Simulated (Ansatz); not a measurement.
# Pt: energy landscapes, part 2 of 2

The task, for Pt: look for other minima along an axial (c/a) path and see how energy and stress answer to the strain pattern (1, -1, 0, 0, 0, 0).

Ansatz 0.2.0; DFT r2SCAN, scalar-relativistic, plane waves, PAW.

## (11) Zero of the scan

input.yaml

```yaml
crystal:
  lattice:
    - [2.7329693158, 0.0, 0.0]
    - [-1.3664846579, 2.3668208553, 0.0]
    - [0.0, 0.0, 4.765353259]
  atoms:
    - { symbol: Pt, position: [0.6666666667, 0.3333333333, 0.75] }
    - { symbol: Pt, position: [0.3333333333, 0.6666666667, 0.25] }
basis:
  ecutwfc: 500
kpoints:
  mp_grid: { grid: [24, 24, 12] }
hamiltonian:
  xc: r2scan
scf:
  occupations: { method: gaussian, width: 0.15 }
output:
  forces: true
  stress: true
  eigenvalues: true
  write_density: true
  write_potential: true
  elf: true
  volumetric_format: npy
```

Command:

```console
$ ansatz run input.yaml --threads 1 --pin off --max-ram 2560MiB --backend cpu --events-out ev --progress --plain --runs-dir out
```

What it wrote, shortened:

```text
Warning: RAYON_NUM_THREADS=1 ignored (pool sized by the plan → 1); use --threads N
[...]
Pseudopotentials: kind: paw
Pseudopotential: Pt, paw, valence charge 18, recommended cutoff 500 eV (meta_gga), Pt.paw.azcp
Functional definition: r2SCAN
[...]
Crystal: 2 atoms, lattice volume = 30.824 Å³
Basis set: ecut = 500 eV, 749 PW (Γ), exchange–correlation on 80×80×144 points (64 copies of the dense FFT grid, shifted against one another)
Bands: 22, of which v1, the nominal top of the filled ones, is band 18 counted from 1 (17 counted from 0)
Symmetry: 24 space group operations
Space group: P63/mmc (ITA 194), of the structure as read, at distance tolerance 3.1e-5 Å
k-points: 427 of 6912
[...]
SCF iter   1: F=—  HF=-25073.461057 eV  |F-HF|=—  |Δ(HF+E_count)|=         —  Δρ=1.54e-2  dr2=4.86e-2  dr2_τ=2.19e-2  ethr=1.77e-3  ⟨swp⟩=5.0  Hψ=37803  notcnv=0
[...]
SCF iter   6: F=-25073.468849 eV  HF=-25073.468849 eV  |F-HF|=1.36e-7  |Δ(HF+E_count)|=   4.51e-6  Δρ=2.24e-5  dr2=8.02e-8  dr2_τ=4.12e-8  ethr=2.78e-10  ⟨swp⟩=6.6  Hψ=64349  notcnv=0
[...]
SCF converged after 6 iterations
Free energy (F): -25073.468849 eV
[...]
E sigma→0 (E₀):  -25073.450813 eV
Entropy (-TS):   -0.036073 eV (-18.036 meV/atom)
Fermi energy:    22.432933 eV
[...]
--- Forces (eV/Å), atoms counted from 1 ---
  atom   1  Pt     0.00000000     0.00000000    -0.00000000
  atom   2  Pt     0.00000000    -0.00000000     0.00000000
[...]
--- Stress (GPa, compression-positive) ---
        0.330538       0.000000      -0.000000
        0.000000       0.330538       0.000000
       -0.000000       0.000000      -0.361762
  P = ⅓ Tr σ = 0.0998 GPa (0.998 kbar)
--- Band table (eV; the first three rows and the last of 427) ---
  k-point 0: bands = ["-77.9978", "-77.9737", "-31.7105", "-31.4578", "-31.4578", "-31.4120", "-31.4120", "-31.3265", "12.2400", "14.8951", "18.1801", "18.7531", "18.7531", "19.1344", "19.1344", "20.4737", "20.4737", "21.7821", "22.1491", "22.1491", "27.4927", "38.3691"]
[...]
```

It took 59 s on 1 thread of Intel Xeon at 2.50GHz (Skylake/Cascade Lake), shared host; peak memory 0.6 GiB.

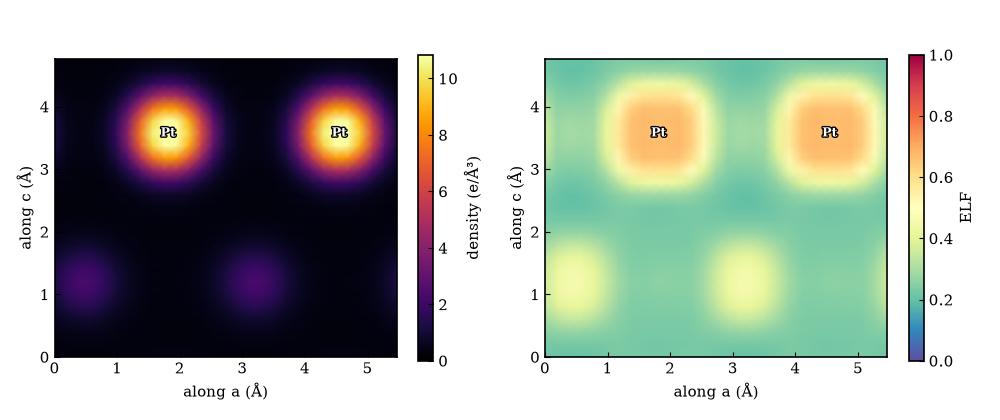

Density (left) and ELF (right) in a lattice plane of the grid's cell (edges 2.73 and 4.77 Å, at 0.333 of the third edge), which holds Pt. Only atoms in the plane are labelled. Both are smooth fields of the valence electrons: close to the nuclei they are not physical.

The reference gives a free energy of -25073.4688 eV, pressure 0.10 GPa, largest force 0.000 eV/Å and gap on the mesh none (metal).

## (12) The scan: energy and stress against strain

The cell is strained by ε times the Voigt pattern (1, -1, 0, 0, 0, 0) (xx, yy, zz, yz, xz, xy; engineering shear), with fractional coordinates fixed (clamped ions). The stress on the pattern is the sum of the stress components weighted by it, tension positive.

## (13) Point ε = -0.0400

Changes to input.yaml since step 11:

```diff
@@ -2,4 +2,4 @@
   lattice:
-    - [2.7329693158, 0.0, 0.0]
-    - [-1.3664846579, 2.3668208553, 0.0]
+    - [2.6236505432, 0.0, 0.0]
+    - [-1.3118252716, 2.4614936895, 0.0]
     - [0.0, 0.0, 4.765353259]
@@ -20,5 +20 @@
   eigenvalues: true
-  write_density: true
-  write_potential: true
-  elf: true
-  volumetric_format: npy
```

Command:

```console
$ ansatz run input.yaml --threads 1 --pin off --max-ram 2560MiB --backend cpu --events-out ev --progress --plain --runs-dir out
```

What it wrote, shortened:

```text
Warning: RAYON_NUM_THREADS=1 ignored (pool sized by the plan → 1); use --threads N
[...]
Pseudopotentials: kind: paw
Pseudopotential: Pt, paw, valence charge 18, recommended cutoff 500 eV (meta_gga), Pt.paw.azcp
Functional definition: r2SCAN
[...]
Crystal: 2 atoms, lattice volume = 30.775 Å³
Basis set: ecut = 500 eV, 757 PW (Γ), exchange–correlation on 80×96×144 points (64 copies of the dense FFT grid, shifted against one another)
Bands: 22, of which v1, the nominal top of the filled ones, is band 18 counted from 1 (17 counted from 0)
Symmetry: 8 space group operations
Space group: Cmcm (ITA 63), of the structure as read, at distance tolerance 3.1e-5 Å
k-points: 1099 of 6912
[...]
SCF iter   1: F=—  HF=-25073.376897 eV  |F-HF|=—  |Δ(HF+E_count)|=         —  Δρ=1.53e-2  dr2=5.00e-2  dr2_τ=2.17e-2  ethr=1.77e-3  ⟨swp⟩=5.0  Hψ=97923  notcnv=0
[...]
SCF iter   6: F=-25073.383053 eV  HF=-25073.383053 eV  |F-HF|=1.27e-7  |Δ(HF+E_count)|=   4.49e-6  Δρ=2.19e-5  dr2=8.42e-8  dr2_τ=3.98e-8  ethr=2.78e-10  ⟨swp⟩=3.4  Hψ=110051  notcnv=0
[...]
SCF converged after 6 iterations
Free energy (F): -25073.383053 eV
[...]
E sigma→0 (E₀):  -25073.364407 eV
Entropy (-TS):   -0.037291 eV (-18.646 meV/atom)
Fermi energy:    22.469909 eV
[...]
--- Forces (eV/Å), atoms counted from 1 ---
  atom   1  Pt    -0.00000000    -0.02749348     0.00000000
  atom   2  Pt     0.00000000     0.02749348     0.00000000
[...]
--- Stress (GPa, compression-positive) ---
       15.350011       0.000000      -0.000000
        0.000000      -7.481541      -0.000000
       -0.000000      -0.000000      -1.126911
  P = ⅓ Tr σ = 2.2472 GPa (22.472 kbar)
--- Band table (eV; the first three rows and the last of 1099) ---
  k-point 0: bands = ["-77.9478", "-77.9235", "-31.6729", "-31.3981", "-31.3946", "-31.3522", "-31.3491", "-31.2870", "12.2741", "14.9119", "18.0801", "18.0909", "18.5896", "19.5592", "19.8933", "20.3352", "20.7205", "21.8153", "22.0383", "22.3684", "27.5309", "38.3071"]
[...]
```

Run time: 2.1 min. Hardware: 1 thread of Intel Xeon at 2.50GHz (Skylake/Cascade Lake), shared host; peak memory 0.99 GiB.

## (14) ε = 0.0300

Changes to input.yaml since step 13:

```diff
@@ -2,4 +2,4 @@
   lattice:
-    - [2.6236505432, 0.0, 0.0]
-    - [-1.3118252716, 2.4614936895, 0.0]
+    - [2.8149583953, 0.0, 0.0]
+    - [-1.4074791977, 2.2958162296, 0.0]
     - [0.0, 0.0, 4.765353259]
```

Command:

```console
$ ansatz run input.yaml --threads 1 --pin off --max-ram 2560MiB --backend cpu --events-out ev --progress --plain --runs-dir out
```

What it wrote, shortened:

```text
Warning: RAYON_NUM_THREADS=1 ignored (pool sized by the plan → 1); use --threads N
[...]
Pseudopotentials: kind: paw
Pseudopotential: Pt, paw, valence charge 18, recommended cutoff 500 eV (meta_gga), Pt.paw.azcp
Functional definition: r2SCAN
[...]
Crystal: 2 atoms, lattice volume = 30.797 Å³
Basis set: ecut = 500 eV, 769 PW (Γ), exchange–correlation on 96×80×144 points (64 copies of the dense FFT grid, shifted against one another)
Bands: 22, of which v1, the nominal top of the filled ones, is band 18 counted from 1 (17 counted from 0)
Symmetry: 8 space group operations
Space group: Cmcm (ITA 63), of the structure as read, at distance tolerance 3.1e-5 Å
k-points: 1099 of 6912
[...]
SCF iter   1: F=—  HF=-25073.422789 eV  |F-HF|=—  |Δ(HF+E_count)|=         —  Δρ=1.54e-2  dr2=4.99e-2  dr2_τ=2.22e-2  ethr=1.77e-3  ⟨swp⟩=5.0  Hψ=97449  notcnv=0
[...]
SCF iter   6: F=-25073.429671 eV  HF=-25073.429671 eV  |F-HF|=1.32e-7  |Δ(HF+E_count)|=   4.59e-6  Δρ=2.23e-5  dr2=8.41e-8  dr2_τ=4.38e-8  ethr=2.78e-10  ⟨swp⟩=3.4  Hψ=109416  notcnv=0
[...]
SCF converged after 6 iterations
Free energy (F): -25073.429671 eV
[...]
E sigma→0 (E₀):  -25073.410921 eV
Entropy (-TS):   -0.037501 eV (-18.750 meV/atom)
Fermi energy:    22.449035 eV
[...]
--- Forces (eV/Å), atoms counted from 1 ---
  atom   1  Pt    -0.00000000     0.04203000     0.00000000
  atom   2  Pt     0.00000000    -0.04203000     0.00000000
[...]
--- Stress (GPa, compression-positive) ---
       -3.992187      -0.000000      -0.000000
       -0.000000       8.528001       0.000000
       -0.000000       0.000000      -0.962391
  P = ⅓ Tr σ = 1.1911 GPa (11.911 kbar)
--- Band table (eV; the first three rows and the last of 1099) ---
  k-point 0: bands = ["-77.9683", "-77.9440", "-31.6896", "-31.4291", "-31.4148", "-31.3827", "-31.3698", "-31.3044", "12.2602", "14.9108", "18.1792", "18.2325", "18.6447", "19.3494", "19.7010", "20.4066", "20.6003", "21.8000", "22.0848", "22.2726", "27.5162", "38.3711"]
[...]
```

Run time: 2 min. Hardware: 1 thread of Intel Xeon at 2.50GHz (Skylake/Cascade Lake), shared host; peak memory 0.98 GiB.

## (15) At ε = -0.0200

Changes to input.yaml since step 14:

```diff
@@ -2,4 +2,4 @@
   lattice:
-    - [2.8149583953, 0.0, 0.0]
-    - [-1.4074791977, 2.2958162296, 0.0]
+    - [2.6783099295, 0.0, 0.0]
+    - [-1.3391549648, 2.4141572724, 0.0]
     - [0.0, 0.0, 4.765353259]
```

Command:

```console
$ ansatz run input.yaml --threads 1 --pin off --max-ram 2560MiB --backend cpu --events-out ev --progress --plain --runs-dir out
```

What it wrote, shortened:

```text
[...]
SCF converged after 6 iterations
Free energy (F): -25073.448273 eV
[...]
E sigma→0 (E₀):  -25073.429941 eV
Entropy (-TS):   -0.036664 eV (-18.332 meV/atom)
Fermi energy:    22.441643 eV
[...]
--- Forces (eV/Å), atoms counted from 1 ---
  atom   1  Pt     0.00000000    -0.01868825     0.00000000
  atom   2  Pt    -0.00000000     0.01868825     0.00000000
[...]
--- Stress (GPa, compression-positive) ---
        6.671438       0.000000       0.000000
        0.000000      -4.221306       0.000000
        0.000000       0.000000      -0.575921
  P = ⅓ Tr σ = 0.6247 GPa (6.247 kbar)
--- Band table (eV; the first three rows and the last of 1099) ---
  k-point 0: bands = ["-77.9851", "-77.9609", "-31.7011", "-31.4434", "-31.4411", "-31.3975", "-31.3955", "-31.3166", "12.2486", "14.9003", "18.1696", "18.3989", "18.8123", "19.1405", "19.4991", "20.3996", "20.5746", "21.7903", "22.0854", "22.2397", "27.5025", "38.3585"]
[...]
```

Wall time 1.9 min (1 thread of Intel Xeon at 2.50GHz (Skylake/Cascade Lake), shared host); peak memory 0.99 GiB.

## (16) Point ε = 0.0100

Changes to input.yaml since step 15:

```diff
@@ -2,4 +2,4 @@
   lattice:
-    - [2.6783099295, 0.0, 0.0]
-    - [-1.3391549648, 2.4141572724, 0.0]
+    - [2.760299009, 0.0, 0.0]
+    - [-1.3801495045, 2.3431526467, 0.0]
     - [0.0, 0.0, 4.765353259]
```

Command:

```console
$ ansatz run input.yaml --threads 1 --pin off --max-ram 2560MiB --backend cpu --events-out ev --progress --plain --runs-dir out
```

What it wrote, shortened:

```text
[...]
SCF converged after 6 iterations
Free energy (F): -25073.464129 eV
[...]
E sigma→0 (E₀):  -25073.445989 eV
Entropy (-TS):   -0.036280 eV (-18.140 meV/atom)
Fermi energy:    22.434852 eV
[...]
--- Forces (eV/Å), atoms counted from 1 ---
  atom   1  Pt     0.00000000     0.01271327     0.00000000
  atom   2  Pt     0.00000000    -0.01271327     0.00000000
[...]
--- Stress (GPa, compression-positive) ---
       -1.854299       0.000000       0.000000
        0.000000       2.954268       0.000000
        0.000000       0.000000      -0.422350
  P = ⅓ Tr σ = 0.2259 GPa (2.259 kbar)
--- Band table (eV; the first three rows and the last of 1099) ---
  k-point 0: bands = ["-77.9946", "-77.9704", "-31.7082", "-31.4552", "-31.4525", "-31.4093", "-31.4069", "-31.3240", "12.2422", "14.8967", "18.1795", "18.5714", "18.9432", "18.9634", "19.3144", "20.4400", "20.5140", "21.7841", "22.1181", "22.1868", "27.4953", "38.3682"]
[...]
```

Wall time 2 min (1 thread of Intel Xeon at 2.50GHz (Skylake/Cascade Lake), shared host); peak memory 0.97 GiB.

## (17) Point ε = 0.0400

Changes to input.yaml since step 16:

```diff
@@ -2,4 +2,4 @@
   lattice:
-    - [2.760299009, 0.0, 0.0]
-    - [-1.3801495045, 2.3431526467, 0.0]
+    - [2.8422880885, 0.0, 0.0]
+    - [-1.4211440442, 2.2721480211, 0.0]
     - [0.0, 0.0, 4.765353259]
```

Command:

```console
$ ansatz run input.yaml --threads 1 --pin off --max-ram 2560MiB --backend cpu --events-out ev --progress --plain --runs-dir out
```

What it wrote, shortened:

```text
Warning: RAYON_NUM_THREADS=1 ignored (pool sized by the plan → 1); use --threads N
[...]
Pseudopotentials: kind: paw
Pseudopotential: Pt, paw, valence charge 18, recommended cutoff 500 eV (meta_gga), Pt.paw.azcp
Functional definition: r2SCAN
[...]
Crystal: 2 atoms, lattice volume = 30.775 Å³
Basis set: ecut = 500 eV, 773 PW (Γ), exchange–correlation on 96×80×144 points (64 copies of the dense FFT grid, shifted against one another)
Bands: 22, of which v1, the nominal top of the filled ones, is band 18 counted from 1 (17 counted from 0)
Symmetry: 8 space group operations
Space group: Cmcm (ITA 63), of the structure as read, at distance tolerance 3.1e-5 Å
k-points: 1099 of 6912
[...]
SCF iter   1: F=—  HF=-25073.396118 eV  |F-HF|=—  |Δ(HF+E_count)|=         —  Δρ=1.53e-2  dr2=5.09e-2  dr2_τ=2.26e-2  ethr=1.77e-3  ⟨swp⟩=5.0  Hψ=97738  notcnv=0
[...]
SCF iter   6: F=-25073.402405 eV  HF=-25073.402405 eV  |F-HF|=1.25e-7  |Δ(HF+E_count)|=   4.48e-6  Δρ=2.20e-5  dr2=8.84e-8  dr2_τ=4.15e-8  ethr=2.78e-10  ⟨swp⟩=3.4  Hψ=109519  notcnv=0
[...]
SCF converged after 6 iterations
Free energy (F): -25073.402405 eV
[...]
E sigma→0 (E₀):  -25073.383459 eV
Entropy (-TS):   -0.037892 eV (-18.946 meV/atom)
Fermi energy:    22.461118 eV
[...]
--- Forces (eV/Å), atoms counted from 1 ---
  atom   1  Pt     0.00000000     0.05771560     0.00000000
  atom   2  Pt    -0.00000000    -0.05771560     0.00000000
[...]
--- Stress (GPa, compression-positive) ---
       -3.911460       0.000000       0.000000
        0.000000      11.367926       0.000000
        0.000000       0.000000      -1.478328
  P = ⅓ Tr σ = 1.9927 GPa (19.927 kbar)
--- Band table (eV; the first three rows and the last of 1099) ---
  k-point 0: bands = ["-77.9453", "-77.9210", "-31.6739", "-31.4056", "-31.3824", "-31.3589", "-31.3377", "-31.2877", "12.2761", "14.9241", "18.0757", "18.1815", "18.4973", "19.5656", "19.9063", "20.4064", "20.6460", "21.8138", "22.0821", "22.3205", "27.5347", "38.3807"]
[...]
```

Run time: 1.9 min. Hardware: 1 thread of Intel Xeon at 2.50GHz (Skylake/Cascade Lake), shared host; peak memory 0.97 GiB.

## (18) All points together

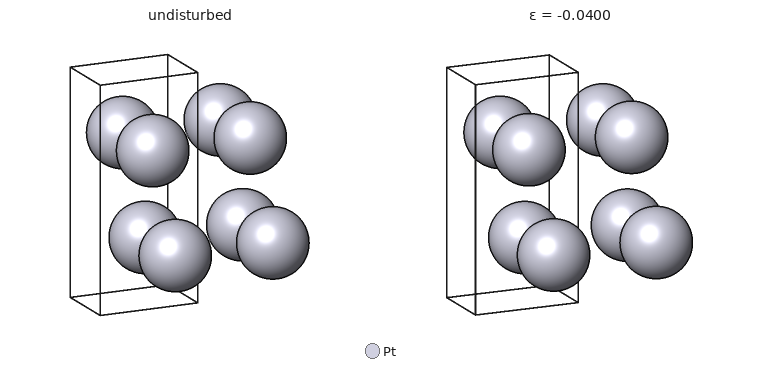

The undisturbed cell and the costliest point of the scan, at one scale, with neighbouring cells.

Collected from the runs (energy zero: the undisturbed cell):

```tsv
ε	ΔE (meV/atom)	stress on the pattern (GPa)	pressure (GPa)
-0.0400	42.9	-22.83	2.2
-0.0200	10.3	-10.89	0.6
0.0000	0.0	0.00	0.1
0.0100	2.4	4.81	0.2
0.0300	19.6	12.52	1.2
0.0400	33.2	15.28	2.0
```

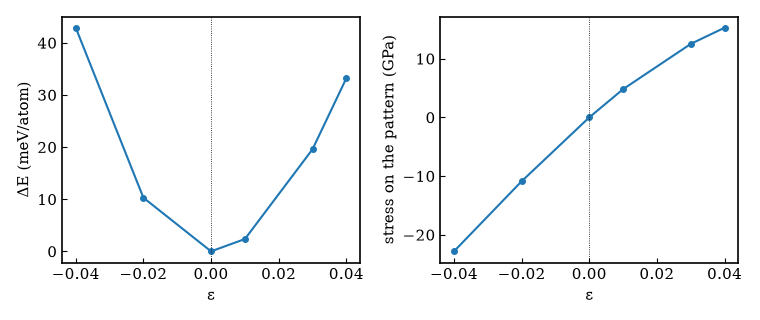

ΔE and stress on the pattern along the scan.

## (19) What came out

What follows sums up all 2 parts.

```
                                                                                                 quantity                        value
                                                             highest point (axial (c/a) deformation path)  282.6 meV/atom at ρ = 1.200
slope of the stress at ε = 0, from the points at -0.0200, 0 and 0.0100 (energy and stress against strain)                      502 GPa
```

In words: Axial (c/a) deformation path: the undisturbed cell stays the lowest of the sampled points. No further minimum shows among the sampled points. Energy and stress against strain: the slope of the stress at zero strain, 502 GPa, estimates C11 + C22 − 2 C12 with clamped ions in this Cartesian frame; letting the atoms relax could not make it stiffer. The undisturbed cell stays the lowest of the sampled points. Spin-orbit coupling is left out for Pt.
